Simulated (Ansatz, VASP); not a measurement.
# GaN: VASP beside Ansatz, part 2 of 2

Wanted: the spread between two codes on one cell, functional and k mesh. The cell is taken from a series of VASP runs on this material, whose earlier steps may have relaxed, scaled or displaced it; both programs get it as it stands. Valence electrons are named where the data sets of a main pair hold unlike numbers.

VASP 6.6.1 and Ansatz 0.2.0.

So far. Step 4 (Differences): The walks stopped with -0.02 GPa left in Ansatz and -0.03 GPa in VASP; each walk ends within a tolerance, so the volume difference is uncertain by about these residues over the bulk modulus, most in soft cells.

### Step 5. VASP: band structure, r2SCAN-EpsX with an exact-exchange share of 0.17

Level of this step: r2SCAN-EpsX, exact-exchange share 1/5.884; plane waves and PAW (Ga_d, N) (VASP).

The same path points are solved in both programs, so levels can be compared one by one.

The run reads the wave functions of an earlier VASP run, which isn't shown here.

INCAR reads:

```
SYSTEM = GaN
PREC = Accurate
ENCUT = 460
EDIFF = 1E-06
NELM = 100
ISMEAR = 0
SIGMA = 0.03
LREAL = .FALSE.
ALGO = Normal
LHFCALC = .TRUE.
AEXX = 0.17
METAGGA = R2SCAN
LASPH = .TRUE.
NBANDS = 15
PRECFOCK = Fast
HFRCUT = -1
LORBIT = 11
LWAVE = .FALSE.
LCHARG = .FALSE.
KPAR = 4
```

POSCAR reads:

```
GaN
1.0
    0.0000000000      2.2535006075      2.2535006075
    2.2535006075      0.0000000000      2.2535006075
    2.2535006075      2.2535006075      0.0000000000
Ga N
1 1
Direct
    0.0000000000      0.0000000000      0.0000000000
    0.2500000000      0.2500000000      0.2500000000
```

KPOINTS reads:

```
Automatic mesh
0
Gamma
6 6 6
0 0 0
```

KPOINTS_OPT reads:

```
Line mode
10
Line-mode
Reciprocal
  0.00000000   0.00000000   0.00000000 GAMMA
  0.50000000   0.00000000   0.50000000 X

  0.50000000   0.00000000   0.50000000 X
  0.50000000   0.25000000   0.75000000 W

  0.50000000   0.25000000   0.75000000 W
  0.37500000   0.37500000   0.75000000 K

  0.37500000   0.37500000   0.75000000 K
  0.00000000   0.00000000   0.00000000 GAMMA

  0.00000000   0.00000000   0.00000000 GAMMA
  0.50000000   0.50000000   0.50000000 L

  0.50000000   0.50000000   0.50000000 L
  0.62500000   0.25000000   0.62500000 U

  0.62500000   0.25000000   0.62500000 U
  0.50000000   0.25000000   0.75000000 W

  0.50000000   0.25000000   0.75000000 W
  0.50000000   0.50000000   0.50000000 L

  0.50000000   0.50000000   0.50000000 L
  0.37500000   0.37500000   0.75000000 K

  0.62500000   0.25000000   0.62500000 U
  0.50000000   0.00000000   0.50000000 X
```

The projector-augmented-wave data sets are Ga_d and N (PBE family, release 64).

Run with:

```console
$ mpirun -np 4 vasp_std
```

Numbers of over 12 decimals in the logs are rounded to 6 here.

The program printed:

```text
[banner, memory and clock lines left out]
running    4 mpi-ranks, on    1 nodes
[...]
|                                                                             |
|               ----> ADVICE to this user running VASP <----                  |
|                                                                             |
|     You enforced a specific xc type in the INCAR file but a different       |
|     [... a line on the potential file left out ...]
|     I HOPE YOU KNOW WHAT YOU ARE DOING!                                     |
|                                                                             |

 LDA part: xc-table for (None), standard interpolation
 found WAVECAR, reading the header
 POSCAR, INCAR and KPOINTS ok, starting setup
[...]
HFRCUT set to (new)   10.567917
 reading WAVECAR
 the WAVECAR file was read successfully
 initial charge from wavefunction
 entering main loop
       N       E                     dE             d eps       ncg     rms          rms(c)
[...]
DAV:  12    -0.226950127715E+02   -0.10254E-05   -0.11785E-07   303   0.485E-03    0.310E-03
DAV:  13    -0.226950134080E+02   -0.63647E-06   -0.48777E-08   303   0.310E-03
   1 F= -.22695013E+02 E0= -.22695013E+02  d E =-.378830E-19
 Start KPOINTS_OPT (optional k-point list driver)
k-point batch [1-16\100]
       N       E                     dE             ncg
DAV:   1    -0.131702690891E+03   -0.87828E+04      496
DAV:   2    -0.183737360984E+04   -0.17057E+04      564
DAV:   3    -0.195425012225E+04   -0.11688E+03      501
DAV:   4    -0.195632640382E+04   -0.20763E+01      690
DAV:   5    -0.195634829140E+04   -0.21888E-01      676
DAV:   6    -0.195634871473E+04   -0.42332E-03      716
DAV:   7    -0.195634872426E+04   -0.95355E-05      629
DAV:   8    -0.195634872460E+04   -0.33521E-06      534
[...]
k-point batch [97-100\100]
       N       E                     dE             ncg
DAV:   1     0.895338717115E+04   -0.30560E+04      136
DAV:   2     0.855942228107E+04   -0.39396E+03      162
DAV:   3     0.853712317562E+04   -0.22299E+02      134
DAV:   4     0.853678723552E+04   -0.33594E+00      184
DAV:   5     0.853678374940E+04   -0.34861E-02      155
DAV:   6     0.853678367876E+04   -0.70631E-04      186
DAV:   7     0.853678367787E+04   -0.89208E-06      124
```

From OUTCAR (step 5):

```text
 POSITION                                       TOTAL-FORCE (eV/Angst)
 -----------------------------------------------------------------------------------
      0.00000      0.00000      0.00000        -0.000000     -0.000000     -0.000000
      1.12675      1.12675      1.12675         0.000000      0.000000      0.000000
 -----------------------------------------------------------------------------------
    total drift:                                0.000075      0.000002      0.000030

  FREE ENERGIE OF THE ION-ELECTRON SYSTEM (eV)
  ---------------------------------------------------
  free  energy   TOTEN  =       -22.6950134080 eV

  energy  without entropy=      -22.6950134080  energy(sigma->0) =      -22.69501341

[... 3 further parts left out ...]
[key lines of the parts left out:]
E-fermi :   4.4584
```

The PAW data sets were made with PBE, which is usual practice but a small mismatch for other functionals.

### Step 6. Ansatz: band structure, r2SCAN-EpsX with an exact-exchange share of 0.17

The same cell, functional, mesh and smearing now go to Ansatz, which takes its cutoff from its data sets.

The cell is taken from a series of VASP runs on this material, whose earlier steps may have relaxed, scaled or displaced it; both programs get it as it stands.

input.yaml reads:

```yaml
crystal:
  lattice:
    - [0.0, 2.2535006075, 2.2535006075]
    - [2.2535006075, 0.0, 2.2535006075]
    - [2.2535006075, 2.2535006075, 0.0]
  atoms:
    - { symbol: Ga, position: [0.0, 0.0, 0.0] }
    - { symbol: "N", position: [0.25, 0.25, 0.25] }
hamiltonian:
  xc: { exchange: r2scan, correlation: r2scan, exx: { coeff: 0.17 } }
  pseudopotentials: { kind: paw }
kpoints:
  mp_grid: { grid: [6, 6, 6] }
  band_path:
    path:
      - [0.0, 0.0, 0.0]
      - [0.5, 0.0, 0.5]
      - [0.5, 0.22222, 0.72222]
      - [0.40278, 0.34722, 0.75]
      - [0.125, 0.125, 0.25]
      - [0.27778, 0.27778, 0.27778]
      - [0.55556, 0.38889, 0.55556]
      - [0.58333, 0.25, 0.66667]
      - [0.5, 0.30556, 0.69444]
      - [0.48611, 0.48611, 0.52778]
      - [0.625, 0.25, 0.625]
      - [0.5, 0.0, 0.5]
    npoints: 1
scf:
  occupations: { method: gaussian, width: 0.03 }
  n_extra_bands: 7
output:
  forces: true
  stress: true
  eigenvalues: true
```

Run with:

```console
$ ansatz run input.yaml --threads 4 --pin off --max-ram 9216MiB --backend cpu --events-out ev --progress --plain --runs-dir out
```

The program printed:

```text
[...]
--- Band table (eV; the first three rows and the last of 16) ---
  k-point 0: bands = [... 5 lower, -6.4017, 8.6311, 8.6311, 8.6311, 11.9810, 21.0978, 21.0978, 21.0978, ... 3 higher]
  k-point 1: bands = [... 5 lower, -6.4031, 6.2353, 8.3379, 8.3379, 13.6722, 20.0403, 21.4853, 21.4853, ... 3 higher]
  k-point 2: bands = [... 5 lower, -5.7548, 2.8816, 7.8183, 7.8183, 14.9656, 19.4564, 21.3785, 21.3785, ... 3 higher]
  k-point 15: bands = [... 5 lower, -4.2488, 2.4593, 4.9197, 4.9946, 15.6268, 18.7590, 22.1983, 22.2808, ... 3 higher]
[key lines of the parts left out:]
Free energy (F): -4175.426225 eV
Fermi energy:    10.306208 eV
P = ⅓ Tr σ = -3.7224 GPa (-37.224 kbar)
```

It took 32 s on 4 threads of Intel Xeon Platinum 8375C at 2.90GHz (Ice Lake), shared host; peak memory 1.2 GiB.

### Step 7. Differences

What differs besides the data sets and the points named for the pairs above, as far as they apply: exact exchange at q = 0 is treated differently, which shows on coarse meshes; VASP keeps PBE cores, Ansatz makes them for the functional; the cutoff is 500 eV in Ansatz and 460 eV in VASP; VASP takes a coarser grid for exact exchange (PRECFOCK = Fast). Total energies have different zeros and are not compared.

Both answers:

```csv
quantity,Ansatz,VASP,difference
gap over the path points (eV),3.350,3.354,-0.004
```

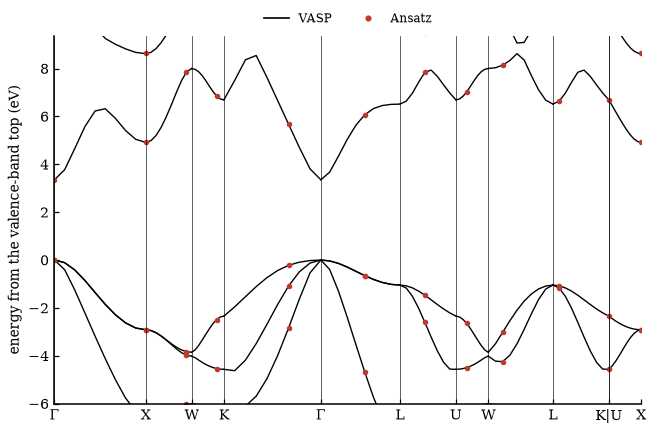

Bands from VASP (lines) and levels from Ansatz (dots). Dots without a line are higher empty bands that the VASP plot leaves out.

Levels at points of the path, from each program's valence-band top (eV; 3 filled, then empty):

```csv
k (reciprocal lattice),Ansatz,VASP
0.000 0.000 0.000,0.00 0.00 0.00 3.35 12.47,0.00 0.00 0.00 3.35 12.45
0.500 0.000 0.500,-6.53 -2.91 -2.91 4.92 8.63,-6.53 -2.91 -2.91 4.92 8.62
0.500 0.222 0.722,-6.03 -3.98 -3.82 7.86 10.69,-6.03 -3.98 -3.83 7.86 10.67
0.403 0.347 0.750,-6.18 -4.53 -2.48 6.85 10.12,-6.19 -4.53 -2.49 6.85 10.11
0.125 0.125 0.250,-2.85 -1.09 -0.22 5.68 11.13,-2.85 -1.09 -0.22 5.68 11.12
0.278 0.278 0.278,-4.69 -0.65 -0.65 6.07 10.87,-4.69 -0.65 -0.65 6.07 10.86
0.556 0.389 0.556,-7.08 -2.60 -1.47 7.85 9.48,-7.08 -2.60 -1.47 7.84 9.48
0.583 0.250 0.667,-6.16 -4.49 -2.65 7.03 10.18,-6.17 -4.49 -2.65 7.03 10.16
0.500 0.306 0.694,-6.16 -4.25 -3.02 8.14 10.26,-6.16 -4.25 -3.02 8.14 10.24
0.486 0.486 0.528,-7.47 -1.17 -1.08 6.65 10.76,-7.47 -1.17 -1.08 6.64 10.77
```

Among the levels compared at these points, filled levels agree within 6 meV and empty ones within 18 meV.

### Step 8. What came out

```yaml
difference_in_volume_relaxation_of_cell_and_atoms_lda: -0.56 %
largest_difference_of_a_filled_level_at_the_path_points_band_structure_r2scan_epsx_with_an_exact_exchange_share_of_0p17: 6.1 meV
```

**Reading.** The difference in volume is -0.56 % (relaxation of cell and atoms, LDA), within the 1.2 % picked in this series as the mark of a large difference, as far as the stopping tolerances let one tell. How closely two codes agree says nothing of how well the functional describes the real material.

[Lines on the potential files, build, host, timing and source positions are cut from VASP's logs without a mark.]

[Logs are printed without paths, hosts, clocks, repeated set-up lines and the standing remarks that a program may print on its own settings, such as how far it seeks lower states.]

[Hosts, paths, dates, database ids (printed as entryN), source tags and the programs' standing remarks are cut or masked in the printed files.]
